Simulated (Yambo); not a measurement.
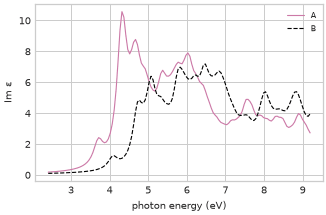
Figure: Two computed absorption spectra of AgCl (space group P2_1/m, No. 11) under isotropic strain of -0.7 % on all lattice vectors (Yambo, PBEsol bands with the same scissor, field along x)

Axes are Cartesian, with cell vectors (Å) (3.82, 0.00, -0.05), (0.00, 3.82, 0.00), (-0.61, 0.00, 5.34).

Question: Which curve includes the electron-hole attraction (BSE)?

Answer: Curve A: the attraction moves weight to lower energy (centre of the plotted range 6.1 eV against 6.7 eV). Settings: 4×4×4 mesh, 16 valence and 5 conduction bands, static screening with 58 bands and a 4 Ry block, scissor 1.52 eV, Tamm-Dancoff. The scissor comes from a G0W0 run whose convergence isn't established. Broadening 0.15 eV. The band window holds all transitions up to 9.2 eV. On this mesh the peak heights and the fine structure are mesh artefacts; only the shift of weight is robust.

Spin-orbit coupling is not included.

Geometry strained from the cell relaxed with PBEsol, atoms relaxed again; primitive cell a = 3.820 Å, b = 3.816 Å, c = 5.376 Å, α = 90.00°, β = 97.28°, γ = 90.00°.

This is not the ordinary phase of the substance; no match was found in the copy of COD used, and its stability was not checked.
